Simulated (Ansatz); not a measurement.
The relaxed structure here is a generated cell of Ti3Al: the first start was made by a random draw of sites in a space group, and the end was not matched to a known phase here, so it may be hypothetical. Known forms of Ti3Al include space group No. 194.

A relaxed structure of Ti₃Al. Space group P4/mmm (No. 123). All values below come from r2SCAN (plane waves to 500 eV, PAW, scalar-relativistic; Ansatz, a quantum-chemistry and plane-wave program).

```xyz
4
Lattice="4.6866 0.0000 0.0000 0.0000 4.6866 0.0000 0.0000 0.0000 3.0362" Properties=species:S:1:pos:R:3 pbc="T T T"
Al     0.0000     0.0000     1.5181
Ti     2.3433     2.3433     1.5181
Ti     2.3433     0.0000     0.0000
Ti     0.0000     2.3433     0.0000
```

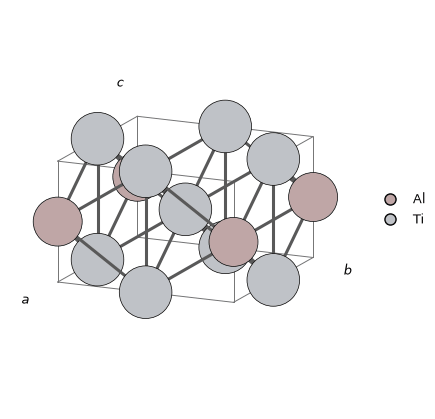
Fig. 1. The conventional cell of the relaxed structure

```json
{
  "volume_per_atom": "16.67 Å³",
  "band_gap": "zero (metallic)",
  "shortest_distances": "Al–Ti 2.79 Å; Ti–Ti 2.79 Å; Al–Al 3.04 Å",
  "k-mesh": "10×10×15"
}
```

Band energies at high-symmetry points (eV from the Fermi level; labels of this space group; no spin-orbit coupling), from −5 eV up to 1.0 eV:

| point | energies |
|---|---|
| Γ | -3.34 -2.13 -1.85 -1.62 -1.06 -1.06 0.59 0.59 |
| X | -2.35 -2.05 -1.02 -0.46 -0.21 0.74 0.77 |
| M | -4.16 -4.16 -2.74 -0.24 -0.24 0.51 0.83 0.83 |
| Z | -4.18 -4.15 -1.85 -1.85 -1.15 -0.18 -0.18 0.07 0.38 0.88 0.88 |
| R | -3.97 -3.35 -2.47 -1.80 -1.02 -0.95 -0.77 -0.30 -0.08 0.73 1.00 |
| A | -4.54 -2.21 -2.21 -2.19 -1.91 -0.73 -0.23 -0.23 0.53 0.53 0.99 |

No spin polarisation in the result.

The run could not lose the symmetry of its start: the end is stationary, and may be a saddle point rather than a minimum.
